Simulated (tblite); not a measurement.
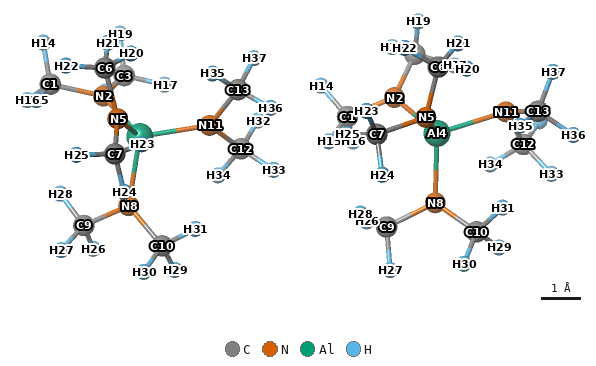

Two geometries of C8H24AlN4 (charge −1), drawn at one scale. One is the start of a relaxation, the other its converged end. A ball-and-stick model, seen at a tilt.

Level of theory: tblite, GFN2-xTB geometry optimisation, gas phase. 

Question: Which of the two is the end point?

Answer: The left one is the relaxed one. H23 moves most after the best rigid fit: 2.16 Å. Largest moves by element: H 2.16 Å, C 1.19 Å, N 0.43 Å, Al 0.09 Å. Some distances before and after: Al4–N11 1.933 → 1.865 Å, C1–N2 1.382 → 1.433 Å, C3–H17 1.135 → 1.087 Å, C1–H16 1.142 → 1.109 Å. Bond angles that change, for instance: Al4–N11–C12 105.8° → 124.5°, Al4–N11–C13 113.4° → 123.8°, Al4–N8–C10 114.5° → 124.6°. Groups turn about N2–C3 by about 50°, N2–Al4 by about 40°, C1–N2 by about 25°. The energy falls by 49.8 kcal/mol in 286 geometry steps. Cost: 3.7 s on 2 threads of AMD EPYC 9R45 96-Core Processor, on a shared host.
